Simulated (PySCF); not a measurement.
**C₄H₁₃OPSi₂: NMR shielding calculation**

The run: NMR shielding calculation of C₄H₁₃OPSi₂, SMILES CC(=O)CP([SiH3])C[SiH3]. Method and program: GIAO PBE0/pcSseg-1 NMR shielding, non-relativistic, gas phase (PySCF 2.14.0).

The geometry comes from this level: PBE0-D3(BJ)/def2-SVP. It belongs to a series of runs on one base structure; here: cPr replaced by SiH3. Figures and captions count atoms from 1; the log counts them from 0 in places.

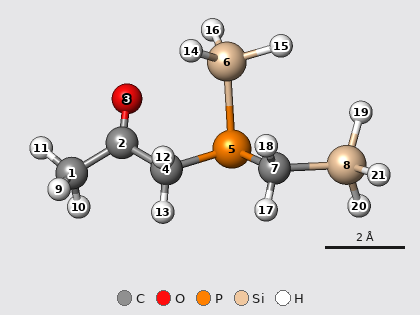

The input geometry (ball-and-stick view, seen at a tilt; atoms are numbered from 1 in the order of the input). Bond lengths as drawn: C–C 1.50 to 1.51 Å, C–H 1.10 to 1.11 Å, C–O 1.21 Å, C–P 1.87 Å, C–Si 1.89 Å, H–Si 1.49 to 1.50 Å and P–Si 2.27 Å.

Input
```
{"job": {"kind": "nmr", "xc": "PBE0", "basis": "pcSseg-1"}, "charge": 0, "multiplicity": 1}
C     -3.632393     0.513209    -0.118732
C     -2.238088     0.413370     0.432001
O     -1.973669     0.736099     1.569221
C     -1.163508    -0.121282    -0.485318
P      0.495357     0.682470    -0.142289
Si     0.759844    -0.001570     2.009687
C      1.613688    -0.565412    -0.967287
Si     3.394980     0.052582    -1.096097
H     -3.931046    -0.432218    -0.597601
H     -3.655850     1.289022    -0.901645
H     -4.335559     0.777751     0.680400
H     -1.106685    -1.213679    -0.320158
H     -1.433756     0.027670    -1.542982
H      0.010931    -1.272678     2.264635
H      2.221342    -0.316814     2.145396
H      0.425485     1.046147     3.010108
H      1.254786    -0.692699    -2.003659
H      1.580391    -1.560687    -0.490752
H      3.917824     0.489635     0.232435
H      3.452144     1.211015    -2.037714
H      4.271748    -1.040181    -1.620614
```

The first line tells a small driver script what to run in PySCF; the rest is the geometry in Å.

Run on 1 CPU thread, shared host.

Launched with:
```bash
OMP_NUM_THREADS=1 python <driver script> task.json out
```

Output
```
coarse grid: 18368 points
cycle   1  E = -1154.9049985294  dE =  5.051e-01  |g| = 7.974e-01  |ddm| = 4.077e+00
cycle   2  E = -1154.5259727294  dE =  3.790e-01  |g| = 1.604e+00  |ddm| = 2.389e+00
cycle   3  E = -1155.0290013476  dE = -5.030e-01  |g| = 1.781e-01  |ddm| = 1.872e+00
cycle   4  E = -1155.0354909372  dE = -6.490e-03  |g| = 6.362e-02  |ddm| = 1.925e-01
cycle   5  E = -1155.0364638188  dE = -9.729e-04  |g| = 1.455e-02  |ddm| = 8.005e-02
cycle   6  E = -1155.0365199071  dE = -5.609e-05  |g| = 4.628e-03  |ddm| = 2.256e-02
cycle   7  E = -1155.0365247886  dE = -4.882e-06  |g| = 1.143e-03  |ddm| = 5.265e-03
final grid: 161656 points
cycle   8  E = -1155.0938495009  dE = -1.532e-05  |g| = 1.266e-02  |ddm| = 3.114e-02
cycle   9  E = -1155.0937647088  dE =  8.479e-05  |g| = 2.449e-02  |ddm| = 2.782e-02
cycle  10  E = -1155.0938808704  dE = -1.162e-04  |g| = 2.271e-03  |ddm| = 2.013e-02
cycle  11  E = -1155.0938819700  dE = -1.100e-06  |g| = 2.224e-04  |ddm| = 2.136e-03
cycle  12  E = -1155.0938819807  dE = -1.073e-08  |g| = 1.071e-04  |ddm| = 4.624e-04
cycle  13  E = -1155.0938819838  dE = -3.134e-09  |g| = 2.640e-05  |ddm| = 1.545e-04
cycle  14  E = -1155.0938819840  dE = -1.742e-10  |g| = 7.020e-06  |ddm| = 3.620e-05
```

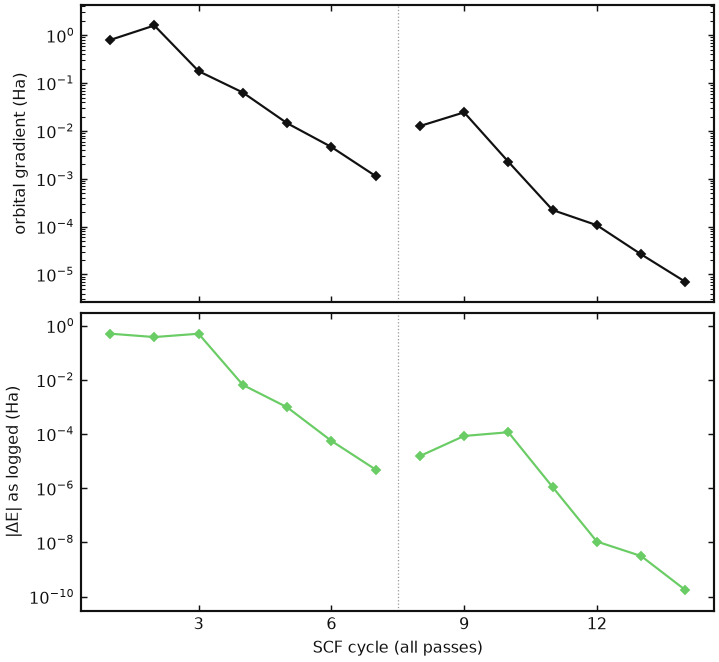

Convergence of the self-consistent field: orbital gradient and size of the energy change against the SCF cycle. The dotted line marks the change from a coarse to the final integration grid. The first 7 cycles use a coarse grid, the final grid takes over at cycle 8, and the field converges after 14 cycles in all.

```
converged SCF energy = -1155.0938819840

GIAO shielding tensors (ppm)
atom      isotropic    diamagn.    paramagn.     s11        s22        s33       span
  0 C      151.582     251.527     -99.946    130.586    133.810    190.349     59.763
  1 C      -27.407     251.843    -279.249   -109.084    -73.838    100.702    209.786
  2 O     -334.182     405.113    -739.295   -890.307   -432.438    320.199   1210.506
  3 C      137.344     261.262    -123.918    104.692    132.315    175.024     70.333
  4 P      452.417     970.077    -517.660    378.984    437.656    540.612    161.628
  5 Si     406.818     881.440    -474.621    361.052    397.782    461.621    100.569
  6 C      183.033     258.673     -75.640    176.115    180.324    192.662     16.547
  7 Si     420.936     878.867    -457.931    397.303    400.139    465.366     68.063
  8 H       28.945      28.449       0.496     25.648     28.820     32.366      6.718
  9 H       29.022      28.393       0.629     25.971     28.385     32.710      6.739
 10 H       29.199      26.674       2.525     25.479     27.305     34.812      9.333
 11 H       28.834      35.639      -6.805     25.682     28.291     32.529      6.846
 12 H       28.451      35.758      -7.307     24.143     27.215     33.996      9.853
 13 H       27.460      31.058      -3.598     24.786     25.775     31.819      7.033
 14 H       27.351      31.117      -3.766     23.120     27.077     31.856      8.736
 15 H       26.746      30.053      -3.307     23.262     24.309     32.668      9.406
 16 H       30.778      33.494      -2.716     24.484     29.903     37.947     13.462
 17 H       30.602      33.895      -3.293     25.309     29.636     36.860     11.551
 18 H       27.428      28.445      -1.017     23.110     27.268     31.906      8.796
 19 H       27.401      28.059      -0.658     23.835     25.552     32.816      8.981
 20 H       27.249      27.304      -0.055     23.676     24.707     33.365      9.689
```

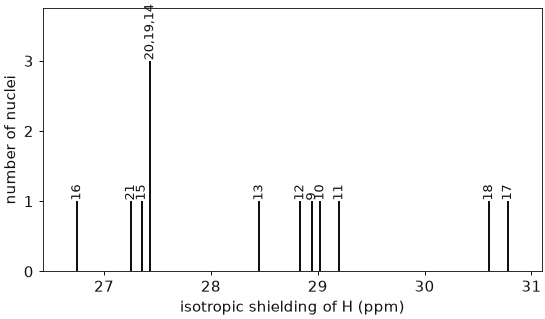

Isotropic shieldings of the hydrogen nuclei in this fixed geometry, labelled by atom number; shielding grows to the right, so chemical shift grows to the left. The least shielded is H16 (26.7 ppm), the most shielded H17 (30.8 ppm).

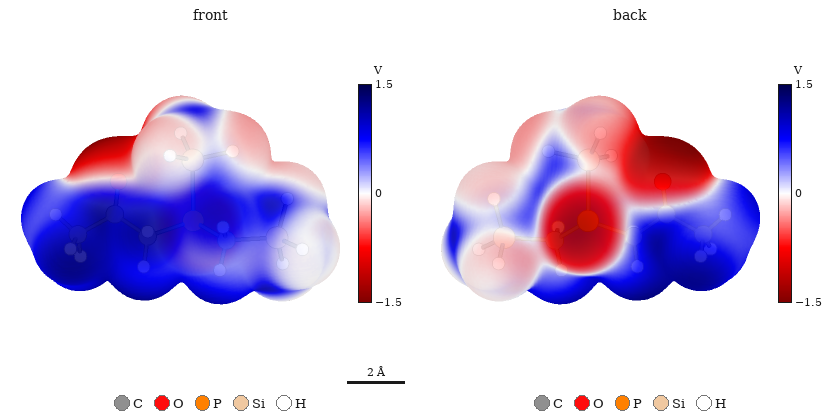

The electrostatic potential painted on the density surface at 0.002 e/bohr³, seen face on and from behind; red is negative and blue positive. A positive charge is drawn to the negative regions and a negative charge to the positive ones. Its dipole moment is 3.88 D.

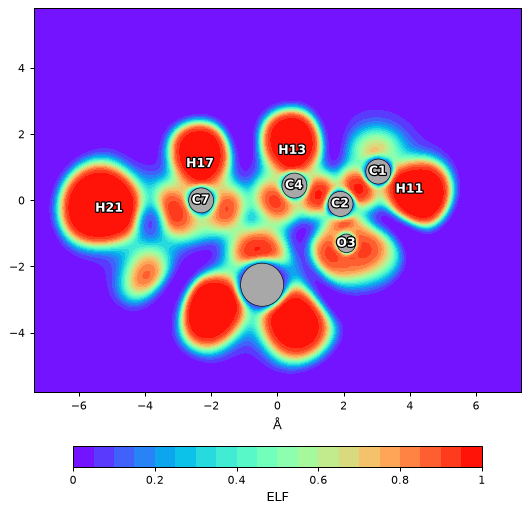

Electron localisation function on the plane of atoms C2, C1 and H11. Grey discs, where drawn, cover atomic cores. C–O (1.21 Å): the ELF peaks at about 0.90 between the atoms; a double or triple bond. C–C (1.50 Å): the ELF peaks at about 0.95 between the atoms (a shared electron pair). C–H (1.10 Å): the ELF climbs to about 1 towards the hydrogen, as it does in any bond to H; a covalent bond by its length.

Results in brief

```json
{"quantity": "outcome", "value": "converged"}
{"quantity": "total energy", "value": "−1155.093882 hartree"}
{"quantity": "HOMO", "value": "−6.74 eV"}
{"quantity": "LUMO", "value": "−0.87 eV"}
{"quantity": "dipole moment", "value": "3.88 D"}
{"quantity": "isotropic shielding, C", "value": "−27.4 to 183.0 ppm"}
{"quantity": "isotropic shielding, O", "value": "−334.2 ppm"}
{"quantity": "isotropic shielding, P", "value": "452.4 ppm"}
{"quantity": "isotropic shielding, Si", "value": "406.8 to 420.9 ppm"}
{"quantity": "isotropic shielding, H", "value": "26.7 to 30.8 ppm"}
{"quantity": "wall time", "value": "33 s"}
{"quantity": "peak memory", "value": "1.1 GiB"}
```
